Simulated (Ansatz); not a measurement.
```xyz
6

C    -0.4318    0.3254    0.9752
B     0.8710    1.1122    0.6559
Br    2.3325    1.4034    1.8605
H    -1.1370    1.0389    1.4317
H    -0.9185   -0.0650    0.0748
H    -0.2876   -0.4908    1.6953
```

Geometry: B3LYP/6-31G*.

These are results of Ansatz 0.2.0, isolated molecule in a Gaussian basis; Kohn-Sham density functional theory, functional PBE0, not measurements.

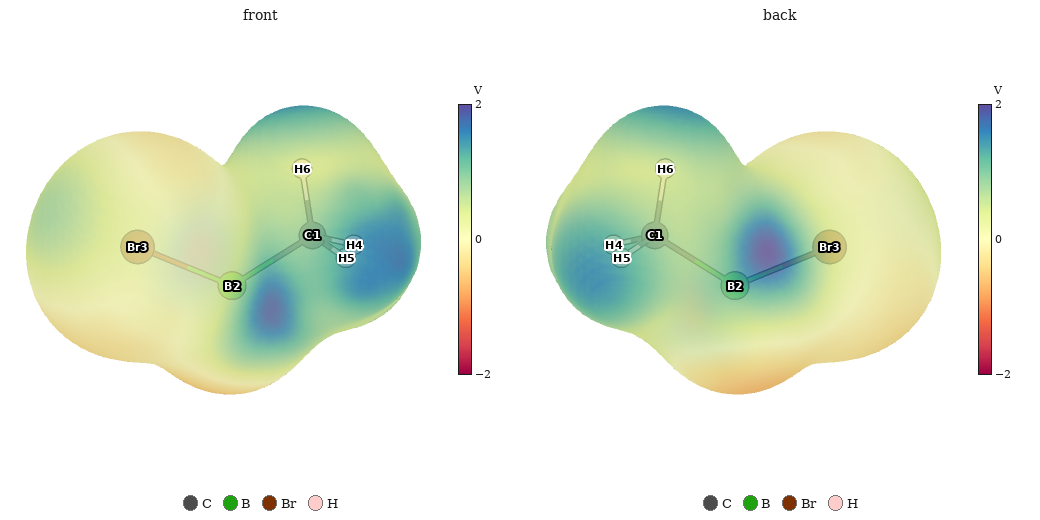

CH₃BBr (SMILES C[B]Br) (doublet). The molecular electrostatic potential painted on the density surface at 0.004 e/bohr³, seen from the front and from behind; red is negative and blue positive.

**Describe the electrostatic potential map.**

The most negative region (about −0.6 V) lies over Br3, the most positive (about +1.9 V) over B2. Br3 shows a σ-hole: about +0.8 V at the tip opposite its bond, against about −0.1 V on its flanks.
